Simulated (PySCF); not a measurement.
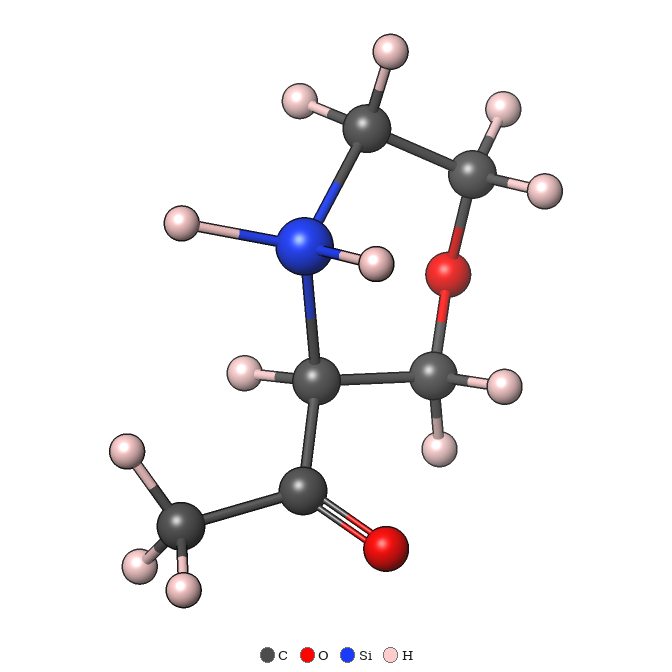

Ball-and-stick drawing of a structure. Multiple sticks mark multiple bonds (one Kekulé form).

The computed structure is the end point of a PBE0-D3(BJ)/def2-SVP optimisation. No frequency run is at hand to confirm it as a minimum.

Describe the molecule.

Formula C6H12O2Si. As SMILES it reads `CC(=O)[C@@H]1COCC[SiH2]1`. Independent rings (smallest set): 1 of 6 members. Among its groups: ether, ketone, Si–H bond. This geometry has C1 symmetry. Coordination: 5 C tetrahedral; 1 C trigonal planar; 1 O bent; 1 Si tetrahedral.

More results for the same structure follow; atom numbers are the same in all pictures, views and colours differ.

### Shape

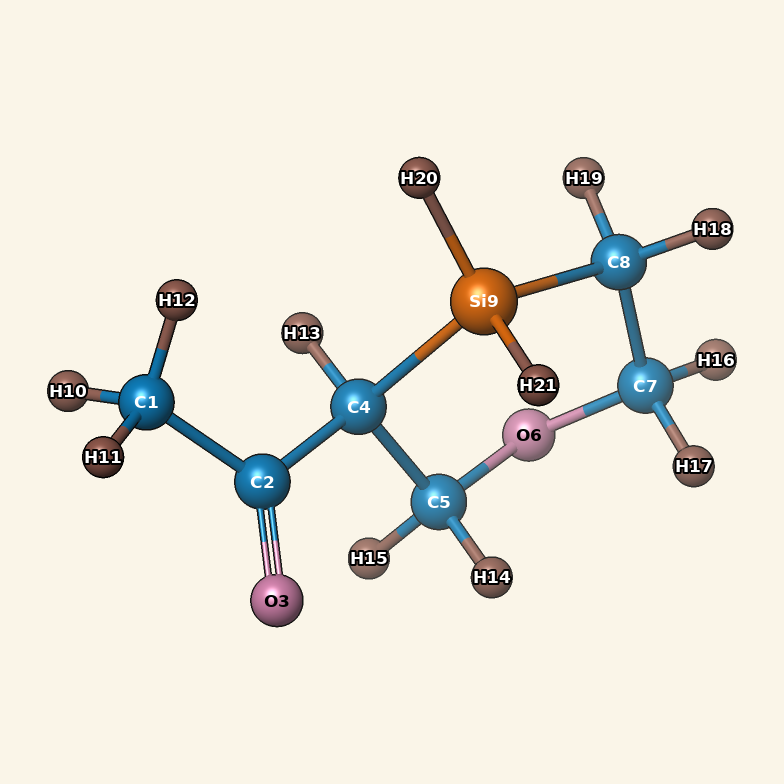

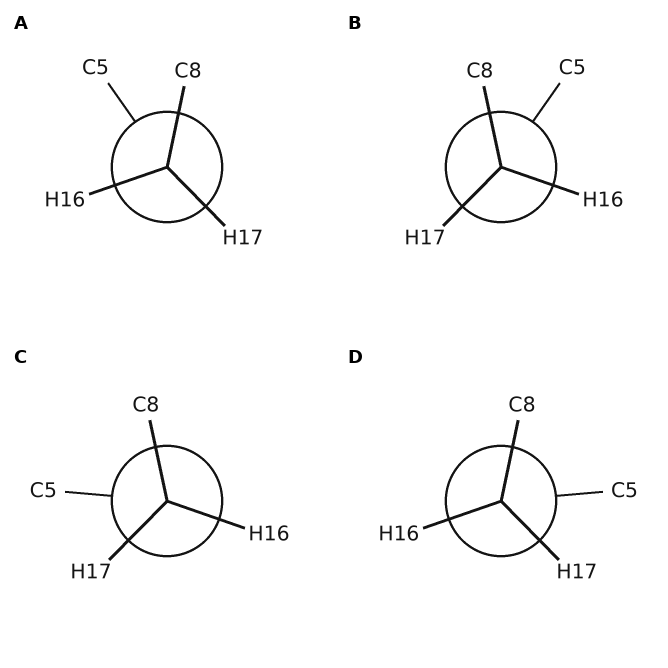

Depth is shown by fading: the farther an atom, the more it takes the colour of the background. Bonds that would overlap in a projection are set slightly apart. No frequency run is at hand to confirm it as a minimum.

Question: Which Newman projection shows the view along C7–O6, with C7 in front?

Answer: C. The torsion angle C8–C7–O6–C5 is −73°, synclinal (gauche).

### Bond orders

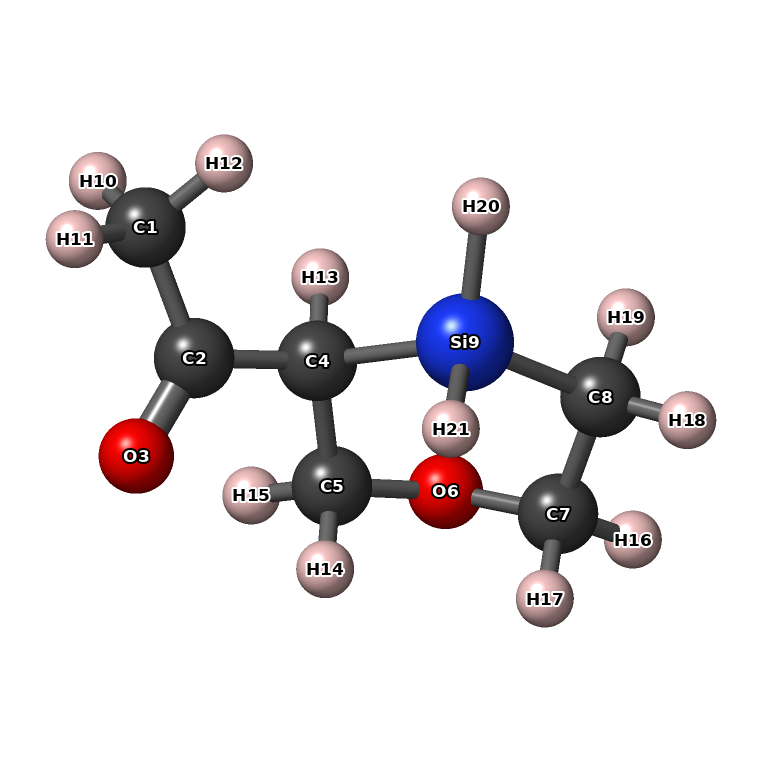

The thickness of each stick grows with its Mayer bond order. No frequency run is at hand to confirm it as a minimum. Computed with PBE0/pcSseg-1 in acetonitrile (IEF-PCM) (PySCF 2.14.0).

Question: Which bond between heavy atoms has the highest Mayer bond order?

Answer: C2–O3, 1.95, at a length of 1.211 Å.

Question: Which bond between heavy atoms has the lowest Mayer bond order?

Answer: C4–Si9, 0.81, at 1.910 Å.

List the Mayer bond orders of C1–C2, C2–O3, C2–C4, C4–C5, C4–Si9, C5–O6, O6–C7, C7–C8, C8–Si9 (bonds between heavy atoms, one of each equivalent set).

| bond | Mayer order | length (Å) |
| --- | --- | --- |
| C1–C2 | 1.03 | 1.510 |
| C2–O3 | 1.95 | 1.211 |
| C2–C4 | 0.95 | 1.503 |
| C4–C5 | 1.00 | 1.535 |
| C4–Si9 | 0.81 | 1.910 |
| C5–O6 | 0.93 | 1.402 |
| O6–C7 | 0.93 | 1.402 |
| C7–C8 | 1.03 | 1.531 |
| C8–Si9 | 0.93 | 1.883 |

### Electronic properties

No frequency run is at hand to confirm it as a minimum. Method: PBE0/pcSseg-1, gas phase (PySCF 2.14.0).

Question: Give the dipole moment at this level.

Answer: 2.95 D.

Question: Give the HOMO–LUMO gap at this level.

Answer: 6.66 eV.

Question: Estimate the HOMO energy (Kohn–Sham orbital).

Answer: −7.08 eV.

### Ring current

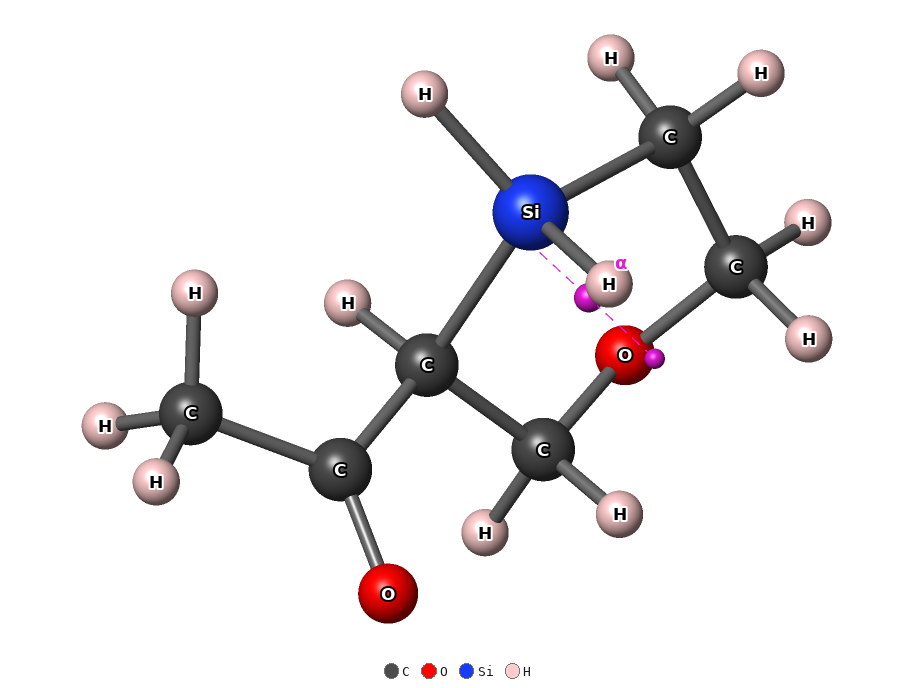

The small points mark where nucleus-independent chemical shifts (NICS) were computed: at the centre of each lettered ring and 1 Å above and below it. No frequency run is at hand to confirm it as a minimum. Properties computed with GIAO PBE0/pcSseg-1 NMR shielding, non-relativistic, IEF-PCM acetonitrile (PySCF 2.14.0).

Give NICS(0), NICS(1) and the out-of-plane component NICS(1)zz for each ring (means of the two sides).

```tsv
ring	members	NICS(0)	NICS(1)	NICS(1)zz
α	C4OSi	−2.6	−2.1	2.6
```

Values in ppm.

Question: What do the values say about the ring currents?

Answer: Ring α: weak, as in a non-aromatic ring. NICS is one index among several.
